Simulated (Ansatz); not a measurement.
# SiO (SMILES O=[Si]): PBE0/def2-TZVPPD

Aim: the electronic atomisation energy of SiO at PBE0/def2-TZVPPD, from 3 runs. 

The calculation is run with Ansatz 0.2.0.

32 further runs of the same task are left out: 32 set aside as unsound or not needed.

## Step 1: The system as given

The species is SiO (2 atoms), meant as a singlet with charge 0. SMILES: `O=[Si]`. The coordinates come from a PBE0-D4/def2-TZVP relaxation.

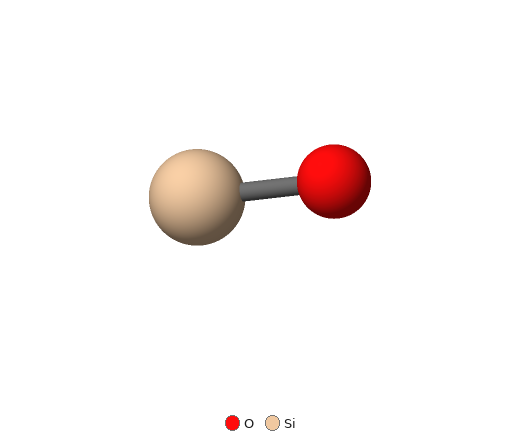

The structure, seen from a chosen angle (oxygen red, silicon light orange).

## Step 2: The energy at PBE0/def2-TZVPPD

Input file in.yaml:

```yaml
crystal:
  periodic: [false, false, false]
  atoms:
    - {symbol: O, position_ang: [-0.640700, 0.231500, -0.324000]}
    - {symbol: Si, position_ang: [0.640700, -0.231500, 0.324000]}
basis:
  gaussian:
    orbitals: def2-TZVPPD.json
hamiltonian:
  xc: pbe0
output:
  orbitals: {seedname: orbitals}
accuracy: high
```

The basis set def2-TZVPPD is read from a file made from the Basis Set Exchange's data (not shown).

Launch:

```
$ ansatz run in.yaml --threads 1 --pin off --max-ram 3480MiB --events-out events.jsonl --progress --plain --runs-dir runs
```

Standard output:

```text
Warning: RAYON_NUM_THREADS=1 ignored (pool sized by the plan → 1); use --threads N
Functional definition: PBE0
  name "PBE0"
  parameter a = 0.25
  parameter kappa = 0.804
  parameter beta = 0.06672455060314922
  exchange = (1 - a)*pbe_x(kappa = kappa, mu = beta*pi^2/3) + a*exact_x
  correlation = pbe_c(beta = beta)
1168 factors; integrals over basis functions are off by at most 3.9e-9 eV
mean field evaluation 1: about -9911.4632 eV, gradient 6.8e1 eV
mean field evaluation 2: about -9801.5249 eV, gradient 1.9e2 eV
mean field evaluation 4: about -9920.1503 eV, gradient 3.4e0 eV
mean field evaluation 8: about -9920.1703 eV, gradient 6.3e-1 eV
mean field evaluation 16: about -9920.1711 eV, gradient 1.4e-5 eV
mean field -9920.17108606 eV, -364.5595632791 hartree, gradient 1.1e-8 eV, S^2 0.000000; 0 other end points of the search recorded, 0 dependent functions left out
reference -9920.17108818 eV, -364.5595633572 hartree; 11, 11 occupied and 77, 77 virtual orbitals, 1168 factors
Total energy: -9920.17108818 eV, -364.5595633572 hartree
```

Wall time 2.2 s (1 thread of Arm Neoverse V2, shared host); peak memory 0.16 GiB.

## Step 3: The O atom at the same level

Input file run.yaml:

```yaml
crystal:
  periodic: [false, false, false]
  atoms:
    - {symbol: O, position_ang: [0.000000, 0.000000, 0.000000]}
basis:
  gaussian:
    orbitals: def2-TZVPPD.json
magnetization:
  spin_polarized: true
  initial_magnetization: 2
hamiltonian:
  xc: {name: PBE0}
accuracy: high
```

The basis set def2-TZVPPD is read from a file made from the Basis Set Exchange's data (not shown).

Run the same way, it converges to -75.01925 Eh (log not shown).

## Step 4: The Si atom

Input file run.yaml:

```yaml
basis:
  gaussian: {orbitals: def2-TZVPPD.json}
crystal:
  periodic: [false, false, false]
  atoms:
    - {symbol: Si, position_ang: [0.000000, 0.000000, 0.000000]}
accuracy: high
hamiltonian: {xc: {name: PBE0}}
magnetization: {spin_polarized: true, initial_magnetization: 2}
```

The basis set def2-TZVPPD is read from a file made from the Basis Set Exchange's data (not shown).

Run the same way, it converges to -289.24956 Eh (log not shown).

## Step 5: Summary of results

At PBE0/def2-TZVPPD:

| quantity | value |
| --- | --- |
| molecule: total energy | -364.55956 Eh |
| molecule: HOMO energy | -8.83 eV |
| molecule: LUMO energy | -2.03 eV |
| molecule: HOMO–LUMO gap | 6.80 eV |
| O atom: total energy | -75.01925 Eh |
| O atom: ⟨S²⟩ | 2.004 |
| Si atom: total energy | -289.24956 Eh |
| Si atom: ⟨S²⟩ | 2.006 |
| electronic atomisation energy | 7.912 eV |

Taking the molecule apart into free atoms costs 7.91 eV (763 kJ/mol), before zero-point energy and without spin-orbit coupling.
